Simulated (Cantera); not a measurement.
Feed: 1 mol B2O3, 31 mol HCl, 0.66 mol O2, at 32.0 mbar.

Cantera equilibrium calculation (NASA polynomials, part measured and part estimated; ideal gas, pure solids and liquids). Candidate condensed phases: B, B2O3, B3O3H3, H2O; 33 gas species. The tables' values for BOCl are old estimates; treat these amounts as uncertain. Gases not in the tables: H3BO3. Kinetics and transport are ignored.

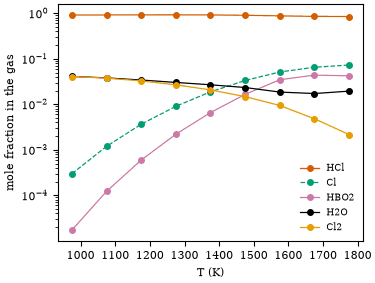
Figure: Equilibrium gas composition (values under 1e-9 drawn at 1e-9)

Q: Read off the mole fractions at 1675 K.

A: HCl about 0.86, Cl about 0.065, HBO2 about 0.044, H2O about 0.017, Cl2 about 0.0048.
